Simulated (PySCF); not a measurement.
## Run report: Si$_{2}$NH$_{4}$Cl, geometry relaxation

- system: Si$_{2}$NH$_{4}$Cl, multiplicity 3, SMILES [SiH3]N[Si]Cl
- method: PBE0-D3(BJ)/def2-SVP geometry optimisation, gas phase (PySCF 2.14.0)

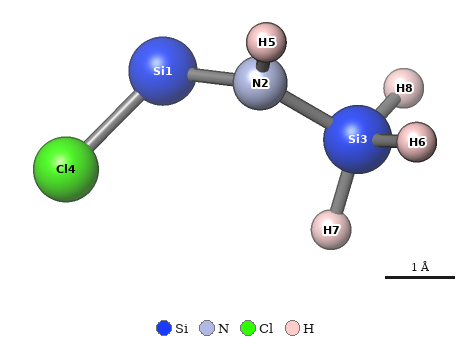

The starting structure (ball-and-stick view, seen at a tilt; atoms are numbered from 1 in the order of the input). Bond lengths as drawn: Cl–Si 2.04 Å, H–N 1.00 Å, H–Si 1.45 to 1.48 Å and N–Si 1.71 to 1.74 Å.

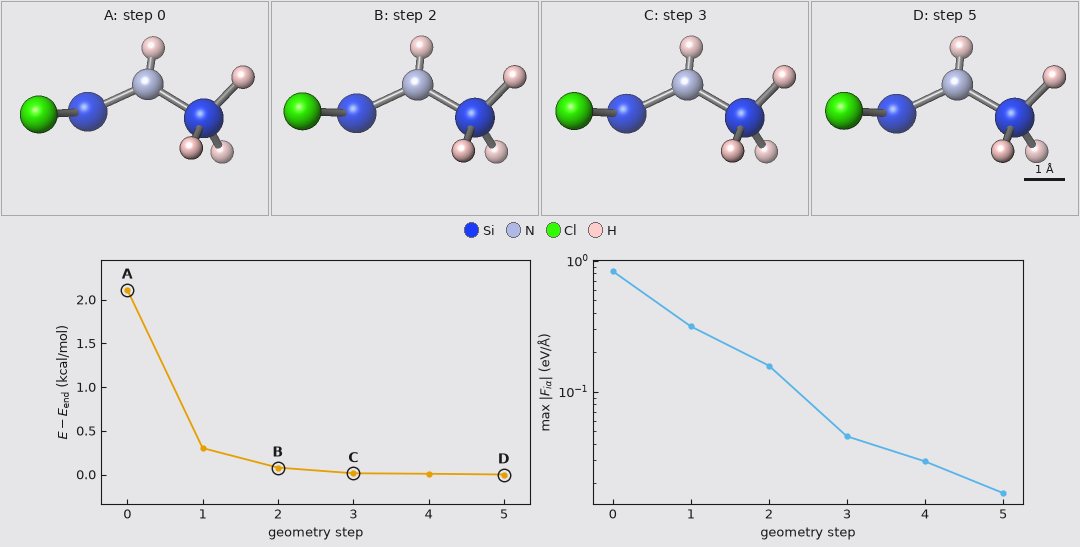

Frames of the relaxation (ball-and-stick view, seen at a tilt) above the curves, on which the letters mark them (steps are counted from 0).

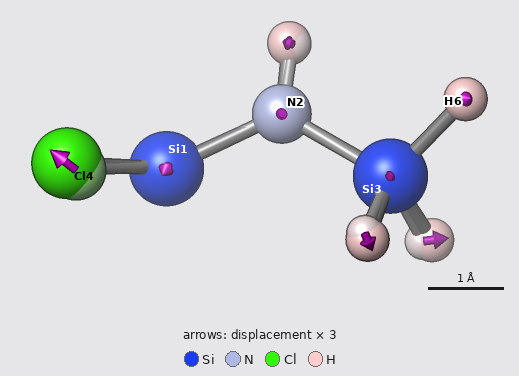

Start (faint) and end (solid) with the displacements as pink arrows, magnified 3 times (ball-and-stick view, seen at a tilt). The two geometries are laid on each other by the best rigid fit. After 5 geometry steps the energy has fallen by 2.11 kcal/mol. The largest force component goes from 0.83 to 0.017 eV/Å. The largest move after the best rigid fit is that of Cl4, 0.16 Å. By element the largest moves are Cl 0.16 Å, H 0.12 Å, Si 0.08 Å, N 0.04 Å. Among the contacts that change: Si3–H7 1.446 → 1.490 Å, Si1–Cl4 2.041 → 2.084 Å, N2–Si3 1.738 → 1.759 Å, Si3–H8 1.474 → 1.495 Å. Among the angles that change: H7–Si3–H8 112.1° → 108.6°, N2–Si1–Cl4 116.6° → 119.5°, N2–Si3–H6 104.6° → 107.4°. (Atoms are counted from 1 in the order of the input.)

The input that produced these results follows, with the program's output.

### Input
```
{"job": {"xc": "PBE0", "basis": "def2-SVP", "d3": "d3bj", "grid": 2, "kind": "geom", "shake": 0.01}, "charge": 0, "multiplicity": 3}
Si    -1.786987     0.835224    -0.050962
N     -0.173245     0.580626     0.452452
Si     1.007801    -0.357470    -0.410959
Cl    -3.176529    -0.501416     0.619883
H      0.173939     1.180500     1.177421
H      2.165736    -0.434658     0.504808
H      0.432023    -1.658832    -0.665964
H      1.403339     0.327474    -1.654580
```

The first line tells a small driver script what to run in PySCF; the rest is the geometry in Å.

Launch command:
```bash
OMP_NUM_THREADS=1 python <driver script> task.json out
```

### Log
```
step   0  E = -1095.49862461  max force = 0.016129
step   1  E = -1095.50151165  max force = 0.006115
step   2  E = -1095.50186704  max force = 0.003067
step   3  E = -1095.50197042  max force = 0.000885
step   4  E = -1095.50197950  max force = 0.000570
step   5  E = -1095.50199301  max force = 0.000327
optimisation converged
```

### Trajectory as extended XYZ (Å, eV, eV/Å), 6 frames, from step=0 to step=5
```
8
Properties=species:S:1:pos:R:3:forces:R:3 step=0 energy=-29810.03596
Si   -1.7870    0.8352   -0.0510   -0.0390   0.4027  -0.4038
N    -0.1732    0.5806    0.4525   -0.1001   0.0677  -0.0353
Si    1.0078   -0.3575   -0.4110    0.2602   0.5599   0.2249
Cl   -3.1765   -0.5014    0.6199   -0.6245  -0.4526   0.2553
H     0.1739    1.1805    1.1774    0.2311   0.3745   0.5672
H     2.1657   -0.4347    0.5048    0.3293  -0.1263   0.0885
H     0.4320   -1.6588   -0.6660   -0.2395  -0.8294  -0.2939
H     1.4033    0.3275   -1.6546    0.1825   0.0035  -0.4030
8
Properties=species:S:1:pos:R:3:forces:R:3 step=1 energy=-29810.11452
Si   -1.8477    0.6983   -0.0162   -0.3141  -0.0577   0.0207
N    -0.1838    0.6187    0.4381    0.0308  -0.0600   0.1239
Si    1.0442   -0.2926   -0.4308    0.1365  -0.0867  -0.0700
Cl   -3.3262   -0.5719    0.7862    0.3144   0.1615  -0.0836
H     0.1297    1.2144    1.2049   -0.0416  -0.0252  -0.0809
H     2.2430   -0.3985    0.4592   -0.0477   0.0275  -0.0081
H     0.5184   -1.6490   -0.7525   -0.0390  -0.0088   0.0259
H     1.4638    0.3482   -1.7173   -0.0394   0.0494   0.0721
8
Properties=species:S:1:pos:R:3:forces:R:3 step=2 energy=-29810.12419
Si   -1.8535    0.7103   -0.0245   -0.1577  -0.0332  -0.0033
N    -0.1894    0.6149    0.4283    0.0029  -0.0619   0.0771
Si    1.0438   -0.2986   -0.4315    0.0144  -0.0284  -0.0370
Cl   -3.2879   -0.5780    0.7975    0.1563   0.0808  -0.0434
H     0.1227    1.2108    1.1929   -0.0074   0.0185  -0.0154
H     2.2308   -0.4015    0.4703   -0.0053   0.0033   0.0041
H     0.5111   -1.6523   -0.7572   -0.0067   0.0053   0.0093
H     1.4640    0.3622   -1.7041    0.0034   0.0155   0.0086
8
Properties=species:S:1:pos:R:3:forces:R:3 step=3 energy=-29810.12700
Si   -1.8538    0.7165   -0.0382   -0.0119   0.0161  -0.0104
N    -0.1933    0.6172    0.4301    0.0070  -0.0455   0.0148
Si    1.0376   -0.3007   -0.4302   -0.0189   0.0328   0.0113
Cl   -3.2419   -0.5948    0.7964   -0.0090  -0.0096   0.0025
H     0.1163    1.2194    1.1903    0.0058   0.0194  -0.0079
H     2.2189   -0.4105    0.4773    0.0116  -0.0096   0.0016
H     0.4941   -1.6492   -0.7586    0.0020   0.0043  -0.0043
H     1.4636    0.3699   -1.6953    0.0134  -0.0079  -0.0076
8
Properties=species:S:1:pos:R:3:forces:R:3 step=4 energy=-29810.12725
Si   -1.8563    0.7162   -0.0385    0.0012   0.0073  -0.0088
N    -0.1953    0.6151    0.4302    0.0074  -0.0293   0.0149
Si    1.0385   -0.2994   -0.4291   -0.0097   0.0165   0.0043
Cl   -3.2439   -0.5958    0.7960   -0.0090  -0.0072   0.0021
H     0.1142    1.2207    1.1879    0.0030   0.0162  -0.0081
H     2.2194   -0.4119    0.4794    0.0003  -0.0034   0.0008
H     0.4962   -1.6475   -0.7605   -0.0005   0.0015  -0.0046
H     1.4688    0.3703   -1.6937    0.0073  -0.0015  -0.0006
8
Properties=species:S:1:pos:R:3:forces:R:3 step=5 energy=-29810.12762
Si   -1.8585    0.7101   -0.0444    0.0151  -0.0049   0.0030
N    -0.1988    0.6103    0.4335   -0.0060   0.0017   0.0071
Si    1.0400   -0.2967   -0.4252    0.0165  -0.0168  -0.0090
Cl   -3.2479   -0.5994    0.7917   -0.0053  -0.0009  -0.0005
H     0.1094    1.2282    1.1822   -0.0034   0.0068  -0.0091
H     2.2186   -0.4163    0.4861   -0.0097   0.0036   0.0022
H     0.4989   -1.6429   -0.7658   -0.0048   0.0009  -0.0025
H     1.4798    0.3744   -1.6863   -0.0025   0.0096   0.0089
```

### Results in brief

| quantity | value |
| --- | --- |
| outcome | converged |
| total energy | −1095.501993 hartree |
| ⟨S²⟩ | 2.003 |
| dipole moment | 2.11 D |
| point group | C1 |
| hardware | 1 CPU thread, shared host |
| wall time | 39 s |
| peak memory | 0.44 GiB |
